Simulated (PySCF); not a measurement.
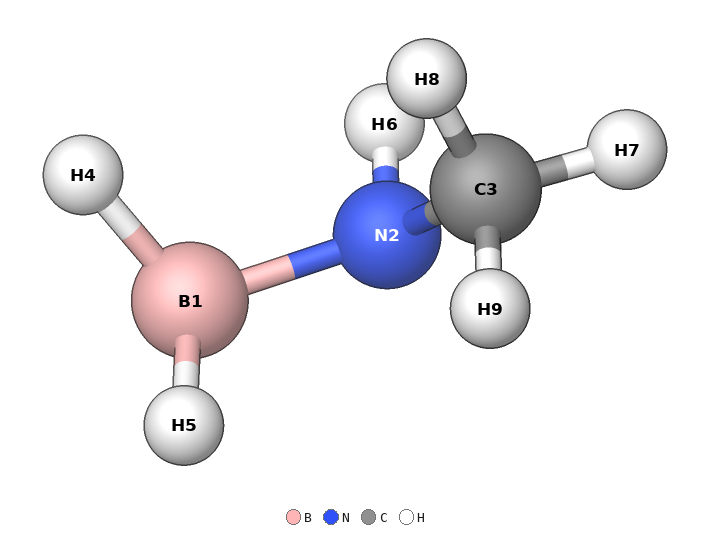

Charge −1, doublet. The computed structure is the end point of a GFN2-xTB optimisation. No frequency run is at hand to confirm it as a minimum. Method: UKS B3LYP, pcH-1 on B C H N, non-relativistic (PySCF 2.14.0). Fermi-contact and spin-dipolar terms alone, no spin-orbit part.

Question. Which nucleus has the largest dipolar (anisotropic) hyperfine coupling?

Answer. 11B at B1: principal values −34.9, −33.6, 68.5 MHz.

List the isotropic and dipolar parts for the most strongly coupled nuclei, one of each equivalent set.

| atom | isotope | a_iso (MHz) | dipolar part (MHz) |
| --- | --- | --- | --- |
| B1 | 11B | 230.7 | −34.9, −33.6, 68.5 |
| H5 | 1H | −17.7 | −16.4, −0.3, 16.7 |
| H4 | 1H | 14.9 | −16.0, 0.5, 15.6 |
| H6 | 1H | 0.8 | −5.4, −2.1, 7.5 |
| H9 | 1H | 0.9 | −3.4, −1.6, 4.9 |
| H8 | 1H | −1.9 | −3.8, −1.1, 4.9 |
| C3 | 13C | 114.0 | −2.5, −1.8, 4.3 |
| H7 | 1H | 5.4 | −2.3, −1.9, 4.1 |

The geometry is semi-empirical. Around B such bond lengths and angles can be off by a tenth of an ångström or more and by several degrees, and values that hang on the shape move with them.
